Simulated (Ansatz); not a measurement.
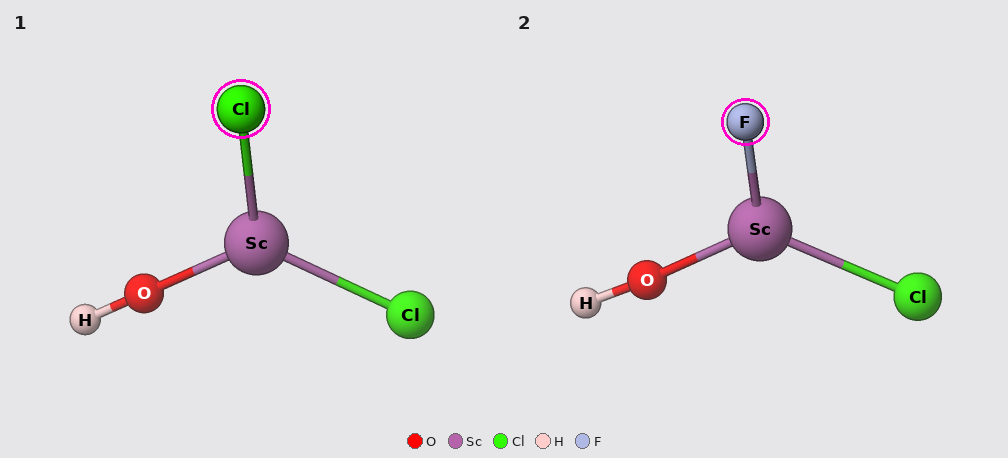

2 molecules with one skeleton, seen from the same side and at one scale; the atom that differs is circled. Charge 0, singlet. Computed geometries: PBE0-D4/def2-TZVP optimisations, one conformation each. Properties computed with Ansatz 0.2.0.

One atom differs, called X below: Cl in panel 1, F in panel 2. Their formulas are Cl2HOSc (`[OH][Sc]([Cl])[Cl]`), ClFHOSc (`[OH][Sc]([F])[Cl]`).

In which is the dipole moment larger (PBE-D4/def2-TZVPP)?

Answer. In panel 1 (X = Cl).

In which is the length of X–Sc larger (PBE0-D4/def2-TZVP)?

Answer. In panel 1 (X = Cl).

Give the values. With PBE0-D4/def2-TZVP: length of X–Sc (Å), angle X–Sc–Cl (°). With CAM-B3LYP-D4/def2-TZVPP: HOMO energy (Kohn–Sham orbital) (eV), HOMO–LUMO gap (eV). With PBE-D4/def2-TZVPP: dipole moment (D).

| quantity | 1 (Cl) | 2 (F) | 2 − 1 |
| --- | --- | --- | --- |
| length of X–Sc (Å) | 2.296 | 1.835 | −0.461 |
| angle X–Sc–Cl (°) | 121.3 | 120.0 | −1.3 |
| HOMO energy (Kohn–Sham orbital) (eV) | −10.21 | −10.25 | −0.04 |
| HOMO–LUMO gap (eV) | 8.44 | 8.66 | +0.22 |
| dipole moment (D) | 3.01 | 2.85 | −0.16 |
